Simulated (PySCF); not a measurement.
# C3H2NSSe, charge −1, SMILES `N#C[Se]/C=C/[S-]`: electronic structure

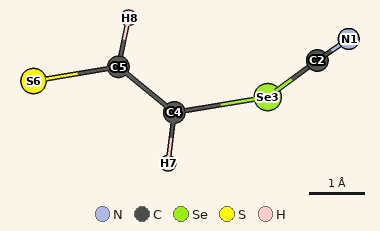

The molecule, with its atoms numbered as below. No frequency check shows the geometry to be a minimum.

Geometry (Å), atoms numbered from 1:

```
N1      -2.5810    1.8863    0.0254
C2      -2.0078    0.8868    0.0420
Se3     -1.0978   -0.6966    0.0199
C4       0.6377   -0.1107   -0.5025
C5       1.6446   -0.0110    0.3958
S6       3.2208    0.3795   -0.0218
H7       0.7826   -0.0010   -1.5670
H8       1.4306   -0.1829    1.4508
```

## 1. Bonding charge

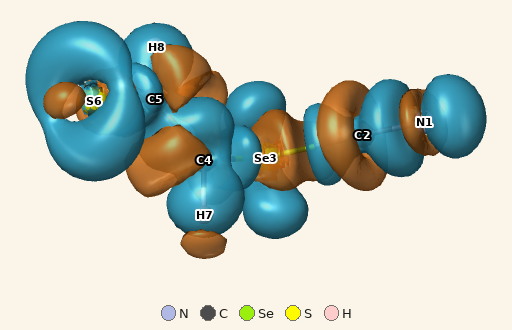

Deformation density (molecule less spherical, spin-averaged free atoms at the same positions), surfaces at ±0.04 e/Å³; light blue: gain, orange: loss.

Method: BP86/aug-cc-pVDZ; geometry: GFN2-xTB; program: PySCF.

> How much density has each bond gained at its critical point, relative to the free atoms?

N1–C2: +0.82 e/Å³ at the bond critical point (bond length 1.15 Å). C5–H8: +0.66 e/Å³ at the bond critical point (bond length 1.09 Å). C4–H7: +0.66 e/Å³ at the bond critical point (bond length 1.08 Å). C4–C5: +0.60 e/Å³ at the bond critical point (bond length 1.35 Å). Se3–C4: +0.18 e/Å³ at the bond critical point (bond length 1.91 Å). C2–Se3: +0.08 e/Å³ at the bond critical point (bond length 1.83 Å); up to 0.6 Å beside the axis the gain reaches +0.32 e/Å³. C5–S6: +0.05 e/Å³ at the bond critical point (bond length 1.68 Å); up to 0.6 Å beside the axis the gain reaches +0.35 e/Å³. In all, 2.4 electrons gather in the regions of gain relative to the promolecule of neutral atoms (this includes the anion's extra charge). A small or negative value marks a very polar bond, one between electron-rich atoms, whose free-atom densities already overlap strongly, a long bond to a heavier atom, or a closed-shell contact such as a hydrogen bond.

## 2. Bond critical points

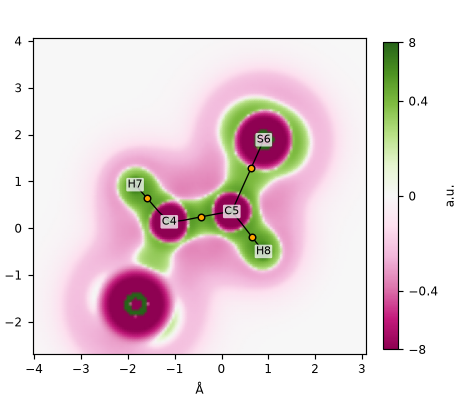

Negative Laplacian of the density (−∇²ρ) in the plane of C4, C5, S6, H7 and H8 (green positive, pink negative, colour scale in a.u., logarithmic beyond ±0.04), with bond paths and bond critical points (dots).

> At which bond critical points in this plane is charge locally concentrated, and at which depleted?

Concentrated (∇²ρ < 0): C4–C5 (−0.78 a.u.); C4–H7 (−1.01 a.u.); C5–H8 (−0.99 a.u.); C5–S6 (−0.13 a.u.). At none is it depleted.

> Where along C4–H7 does the critical point lie?

0.69 Å from C4 and 0.39 Å from H7.

## 3. Local ionisation energy

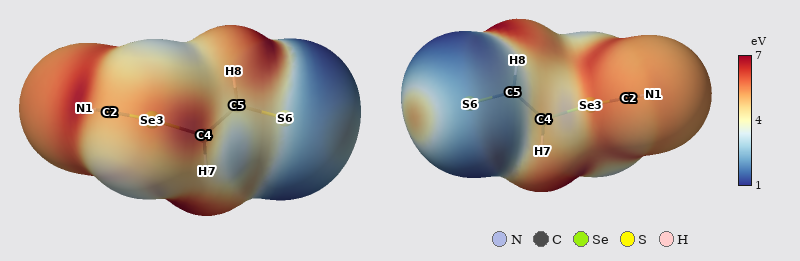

Average local ionisation energy on the surface of electron density 0.001 a.u. (back view left, front view right).

> Where are the most loosely bound electrons on this surface?

The lowest value is 1.1 eV, 2.4 Å from S6. Further minima include 1.1 eV, about equally far (2.4 Å) from S6 and H7; 3.1 eV, over C4, off the plane of its three bonds (2.2 Å); 3.2 eV, 2.4 Å from Se3. For comparison, the highest occupied orbital lies at −0.6 eV.

## 4. In an electric field

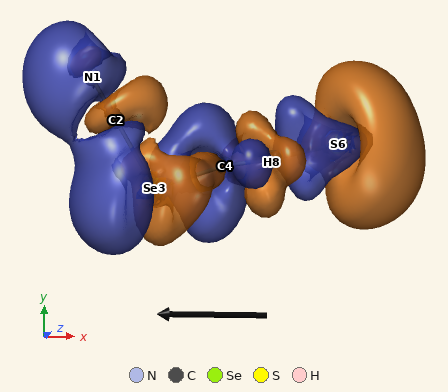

Change of the electron density in a uniform field of 0.15 V/Å along −x (arrow), surfaces at ±0.0008 e/Å³ (orange: gain, blue: loss).

Computed with PySCF, B3LYP/def2-SVPD, geometry: GFN2-xTB. For an anion such functionals hold the outermost electrons too loosely, so the response is rough.

> How large is the response?

The induced dipole is 1.35 D (along the field); α along this axis, from the fields in both directions, is 178 bohr³ (26.4 Å³).

> Which atoms gain and lose the most charge?

Electrons gather most on S6 (Hirshfeld charge changes by −0.040 e) and leave Se3 most (+0.016 e); 0.079 electrons are displaced in all.
